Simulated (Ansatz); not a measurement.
## Electronic structure of C₅H₁₁NSi in real space

Input file:

```
crystal:
  periodic: [false, false, false]
  atoms:
    - {symbol: C, position_ang: [1.003801, -2.492539, -0.430650]}
    - {symbol: C, position_ang: [0.358059, -1.580366, 0.278227]}
    - {symbol: C, position_ang: [0.824946, -0.168760, 0.470226]}
    - {symbol: N, position_ang: [-0.218055, 0.828492, 0.310952]}
    - {symbol: Si, position_ang: [-0.967366, 1.489829, 1.725867]}
    - {symbol: C, position_ang: [-0.642486, 1.143710, -0.967476]}
    - {symbol: C, position_ang: [-0.220708, 0.616753, -2.118446]}
    - {symbol: H, position_ang: [1.922046, -2.252751, -0.959074]}
    - {symbol: H, position_ang: [0.642468, -3.510730, -0.511708]}
    - {symbol: H, position_ang: [-0.567105, -1.842701, 0.787163]}
    - {symbol: H, position_ang: [1.229083, -0.066800, 1.485612]}
    - {symbol: H, position_ang: [1.650416, 0.052248, -0.217221]}
    - {symbol: H, position_ang: [-1.802324, 2.637184, 1.294183]}
    - {symbol: H, position_ang: [-1.824466, 0.501083, 2.439401]}
    - {symbol: H, position_ang: [0.093317, 1.921367, 2.674683]}
    - {symbol: H, position_ang: [-1.392929, 1.929519, -0.988258]}
    - {symbol: H, position_ang: [-0.621905, 0.996377, -3.047633]}
    - {symbol: H, position_ang: [0.495807, -0.190517, -2.174048]}
basis:
  gaussian: {orbitals: def2-TZVPP}
hamiltonian: {xc: pbe0, dispersion: d4}
output: {orbitals: {seedname: orbitals}}
```

Launched as:

```sh
ansatz run in.yaml --threads 2 --pin off --events-out ev --progress --plain --max-ram 32768MiB --backend cuda --devices 0, --max-vram 18GiB
```

Geometry: PBE0-D4/def2-TZVP.

The calculation used RKS PBE0-D4/def2-TZVPP in Ansatz 0.2.0.

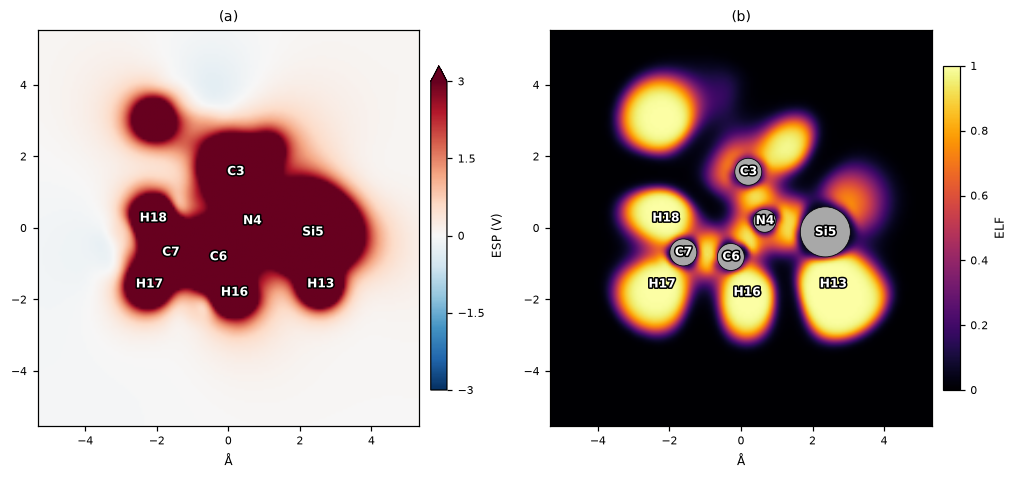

Figure 1. (a) electrostatic potential; (b) ELF on the plane of atoms C6, C7 and H18. Grey discs cover the atomic cores in the ELF map.

Question: What does the map show?

Answer: Atoms in the plane: C, N, Si and H. C–C (1.33 Å): the ELF peaks at about 0.95 between the atoms; a short, multiple covalent bond. C–N (1.38 Å): the ELF peaks at about 0.95 between the atoms; localised, covalent bonding. Si–N (1.73 Å): the ELF peaks at about 0.90 between the atoms (a shared but strongly polarised pair). C–H (1.08 Å): the ELF climbs to about 1 towards the hydrogen, as it does in any bond to H: a covalent bond by its length. C–N (1.45 Å): the ELF peaks at about 0.90 between the atoms: a shared electron pair. The potential has no marked negative region in this plane.

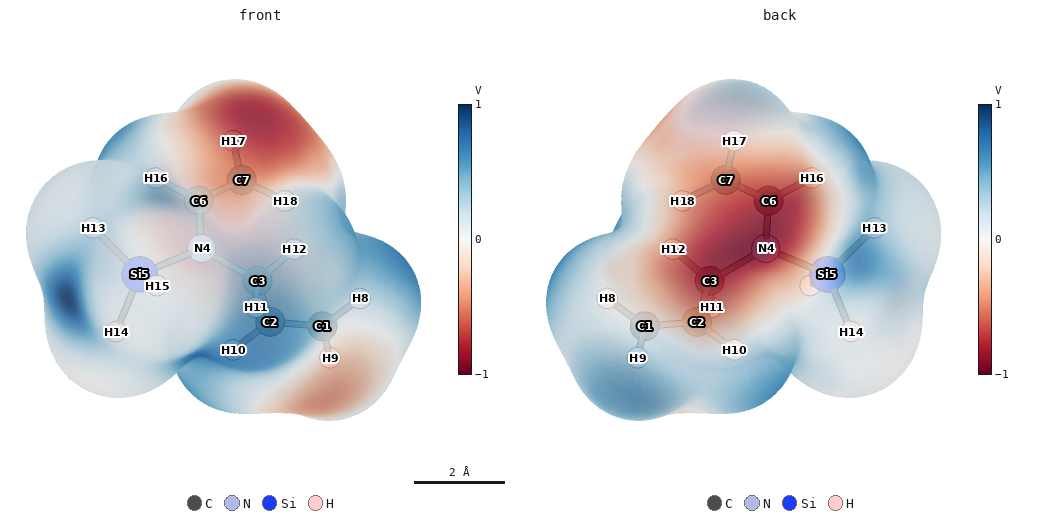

Figure 2. The molecular electrostatic potential painted on the density surface at 0.001 e/bohr³, seen from the front and from behind; the colour scale runs from red (negative) to blue (positive).

Question: Which sites attract a positive test charge, and which a negative one?

Answer: A positive charge is drawn to the negative regions and a negative charge to the positive ones. The most negative region (about −0.9 V, or −21 kcal/mol for a unit charge) lies over the π face of C7, the most positive (about +0.9 V, or +21 kcal/mol for a unit charge) over Si5.

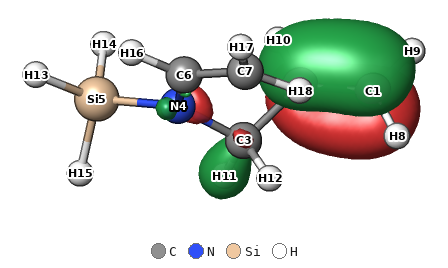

Figure 3. The HOMO−1 at ±0.15 Å⁻³ᐟ² (green and red are the two phases), seen from one side.

Question: What is the character of this orbital?

Answer: By Hirshfeld shares it lies mainly on C1 (about 40 %) and C2 (about 35 %); π-bonding across C1–C2. Its energy is −7.68 eV.
